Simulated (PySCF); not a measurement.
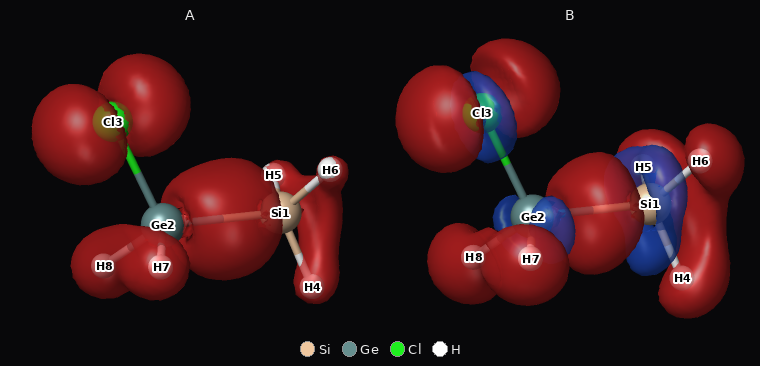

Figure 1: ClGeH5Si, SMILES `[SiH3][GeH2][Cl]`. The Fukui function f⁻ from two separate SCF calculations and the density of the HOMO, at ±0.015 e/Å³ (red positive, blue negative).

Level of theory: ωB97X/def2-SVPD (PySCF), at a geometry from GFN2-xTB. No frequency check shows the geometry to be a minimum. GFN2-xTB bond lengths at metals and heavier atoms can be off by up to 0.1 Å and shapes distorted, which carries into these values.

Cartesian coordinates (Å):

```
Si1      1.9587    0.5239   -0.0000
Ge2     -0.1164   -0.5930   -0.0000
Cl3     -1.7708    0.7308   -0.0000
H4       3.0293   -0.4686    0.0730
H5       2.1097    1.3040   -1.2279
H6       2.0509    1.4165    1.1547
H7      -0.3916   -1.5152    1.1852
H8      -0.3926   -1.5175   -1.1832
```

**Which panel is which, and how good is the frozen-orbital picture?**

B is f⁻ (it has negative regions), A the HOMO density. The HOMO lies on Cl3 (40 %), Ge2 (22 %) and Si1 (22 %); f⁻ (Hirshfeld-condensed) is largest on Cl3 (0.32) and Si1 (0.18); the vertical ionisation energy is 10.60 eV. Relaxation shifts 18 % of the electron between atoms. The orbital energy is −10.62 eV.
